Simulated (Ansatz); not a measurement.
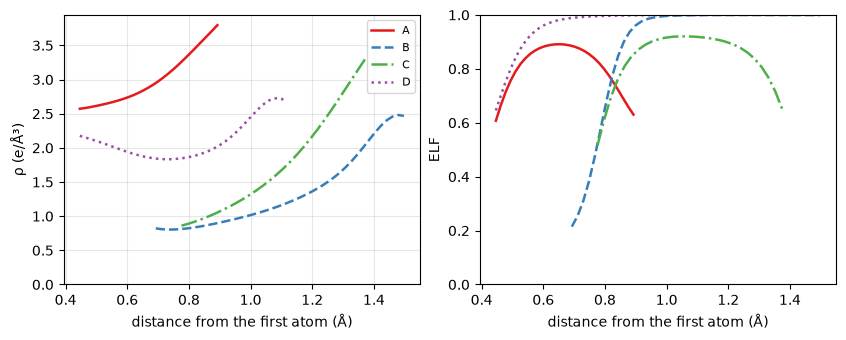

Figure. CH₅NSi (SMILES C=N[SiH3]). Total electron density and ELF along straight lines between neighbouring atoms. The curves leave out the atomic cores.

Geometry: BLYP-D3(BJ)/def2-SVP.

These are results of isolated molecule in a Gaussian basis; Kohn-Sham density functional theory, functional PBE0 in Ansatz 0.2.0, not measurements.

Input

```
crystal:
  periodic: [false, false, false]
  atoms:
    - symbol: C
      position_ang: [-0.213870, -2.669423, 1.074412]
    - symbol: "N"
      position_ang: [0.555149, -1.981113, 1.822884]
    - symbol: Si
      position_ang: [1.007351, -0.289293, 1.543373]
    - symbol: H
      position_ang: [-0.445605, -3.730860, 1.326492]
    - symbol: H
      position_ang: [-0.705783, -2.292471, 0.138724]
    - symbol: H
      position_ang: [0.385798, 0.298864, 0.298322]
    - symbol: H
      position_ang: [2.499426, -0.230656, 1.432440]
    - symbol: H
      position_ang: [0.572955, 0.500112, 2.739272]
basis:
  gaussian: {orbitals: def2-TZVPD}
hamiltonian: {xc: {name: PBE0}}
output: {forces: true, orbitals: {seedname: orbitals}}
```

Run with:

```sh
ansatz run input.yaml --threads 1 --pin off --max-ram 2610MiB --events-out events.jsonl --progress --plain --runs-dir runs
```

Which curve belongs to which contact (C–H, C–N, Si–H and Si–N)? The first atom named is at distance zero.

Curve A: C–N (1.27 Å): the density is about 2.8 e/Å³ at the midpoint; the ELF peaks at about 0.90 between the atoms; a covalent bond. Curve B: Si–H (1.50 Å): ρ at the midpoint is about 0.8 e/Å³; the ELF climbs to about 1 towards the hydrogen, as it does in any bond to H. Curve C: Si–N (1.77 Å): ρ at the midpoint is about 1 e/Å³; the ELF peaks at about 0.90 between the atoms: a polar covalent bond. Curve D: C–H (1.12 Å): ρ is about 2 e/Å³ halfway; the ELF climbs to about 1 towards the hydrogen; an ordinary covalent bond to hydrogen.
